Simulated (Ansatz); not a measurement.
# SiPH4 (SMILES [SiH2]P): UMP2/STO-3G

Aim: the energy change on altering one bond length of SiPH4 at UMP2/STO-3G, from 2 runs. 

Program for the calculation: Ansatz 0.2.0.

47 further runs of the same task are left out: 47 set aside as unsound or not needed.

### 1 The structure to begin with

SiPH4 has 6 atoms, charge 0, and is taken as a doublet. As SMILES, `[SiH2]P`. The shape is that of a GFN2-xTB optimisation. This is one conformer, not always the lowest.

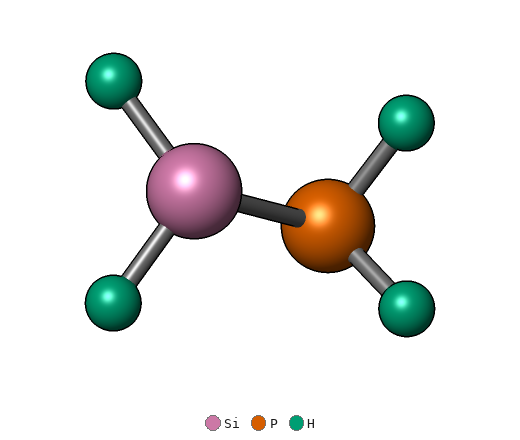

The structure, seen from a chosen angle (silicon pink, phosphorus orange, hydrogen teal).

### 2 The energy at UMP2/STO-3G

Contents of input.yaml:

```yaml
basis:
  gaussian:
    orbitals: STO-3G
crystal:
  periodic: [false, false, false]
  atoms:
    - {symbol: Si, position_ang: [0.127020, -0.986120, -0.104660]}
    - {symbol: P, position_ang: [-0.338670, 1.170000, 0.142220]}
    - {symbol: H, position_ang: [-0.300620, -1.724700, 1.087920]}
    - {symbol: H, position_ang: [-0.579260, -1.514310, -1.276300]}
    - {symbol: H, position_ang: [0.434680, 1.617150, -0.915300]}
    - {symbol: H, position_ang: [0.656850, 1.437980, 1.066130]}
magnetization:
  spin_polarized: true
  initial_magnetization: 1
correlation:
  method: mp2
  frozen_orbitals: {H: 0, P: 5, Si: 5}
accuracy: high
```

Started as:

```
ansatz run input.yaml --threads 1 --pin off --max-ram 2610MiB --events-out events.jsonl --progress --plain --runs-dir runs
```

The log of the run:

```text
Warning: RAYON_NUM_THREADS=1 ignored (pool sized by the plan → 1); use --threads N
Functional definition: HF
  name "HF"
  exchange = exact_x
  correlation = 0
391 factors; integrals over basis functions are off by at most 2.7e-9 eV
mean field evaluation 1: about -17000.9159 eV, gradient 5.3e0 eV
mean field evaluation 2: about -17000.9429 eV, gradient 5.3e0 eV
mean field evaluation 4: about -17001.4394 eV, gradient 6.6e-1 eV
mean field evaluation 8: about -17001.4556 eV, gradient 7.0e-3 eV
mean field -17001.45558586 eV, -624.7919687797 hartree, gradient 8.1e-8 eV, S^2 0.752357; 0 other end points of the search recorded, 0 dependent functions left out
10 core orbitals not correlated: weight in the atoms' cores, before any rotation towards them, 1.000 or more for the frozen orbitals, at most 0.000 for the correlated occupied ones
reference -17001.45558586 eV, -624.7919687797 hartree; 7, 6 occupied and 5, 6 virtual orbitals, 391 factors
second order -1.77098384 eV of doubles, -0.00000000 eV of singles
Total energy: -17003.22656970 eV, -624.8570512354 hartree
```

It took 0.14 s on 1 thread of AMD EPYC 9R14 (Zen 4), shared host.

### 3 The distorted shape

Contents of in.yaml:

```yaml
basis:
  gaussian: {orbitals: STO-3G}
crystal:
  periodic: [false, false, false]
  atoms:
    - {symbol: Si, position_ang: [0.233923, -0.801488, -0.402784]}
    - {symbol: P, position_ang: [-0.231767, 1.354632, -0.155904]}
    - {symbol: H, position_ang: [-0.300620, -1.724700, 1.087920]}
    - {symbol: H, position_ang: [-0.472357, -1.329678, -1.574424]}
    - {symbol: H, position_ang: [0.541583, 1.801782, -1.213424]}
    - {symbol: H, position_ang: [0.763753, 1.622612, 0.768006]}
magnetization: {spin_polarized: true, initial_magnetization: 1}
correlation: {method: mp2, frozen_orbitals: {H: 0, P: 5, Si: 5}}
accuracy: high
```

Started as:

```
ansatz run in.yaml --threads 1 --pin off --max-ram 2610MiB --events-out events.jsonl --progress --plain --runs-dir runs
```

The log of the run:

```text
Warning: RAYON_NUM_THREADS=1 ignored (pool sized by the plan → 1); use --threads N
[... 4 set-up lines as earlier in the session ...]
390 factors; integrals over basis functions are off by at most 4.1e-9 eV
mean field evaluation 1: about -16999.1126 eV, gradient 6.9e0 eV
mean field evaluation 2: about -16999.1400 eV, gradient 6.8e0 eV
mean field evaluation 4: about -16999.9418 eV, gradient 9.8e-1 eV
mean field evaluation 8: about -16999.9766 eV, gradient 4.6e-3 eV
mean field -16999.97533902 eV, -624.7375707120 hartree, gradient 2.1e-8 eV, S^2 0.751939; 0 other end points of the search recorded, 0 dependent functions left out
10 core orbitals not correlated: weight in the atoms' cores, before any rotation towards them, 1.000 or more for the frozen orbitals, at most 0.000 for the correlated occupied ones
reference -16999.97533902 eV, -624.7375707120 hartree; 7, 6 occupied and 5, 6 virtual orbitals, 390 factors
second order -1.99294982 eV of doubles, -0.00000000 eV of singles
Total energy: -17001.96828884 eV, -624.8108102669 hartree
```

Wall time 0.16 s (1 thread of AMD EPYC 9R14 (Zen 4), shared host).

### 4 Summary of results

Level: UMP2/STO-3G, 10 core orbitals frozen.

```
                                                          quantity          value
                                         first shape: total energy  -624.85705 Eh
         first shape: correlation energy (10 core orbitals frozen)      -65.1 mEh
                    first shape: ⟨S²⟩ of the reference determinant          0.752
                                     distorted shape: total energy  -624.81081 Eh
     distorted shape: correlation energy (10 core orbitals frozen)      -73.2 mEh
                distorted shape: ⟨S²⟩ of the reference determinant          0.752
energy change with the Si1–H3 bond stretched from 1.467 to 1.833 Å       1.258 eV
```

What this shows: With the Si1–H3 bond stretched from 1.467 to 1.833 Å the energy rises by 1.26 eV (121 kJ/mol). The first shape isn't relaxed at this level, so the change isn't measured from a minimum. The minimal basis adds a large error of its own.
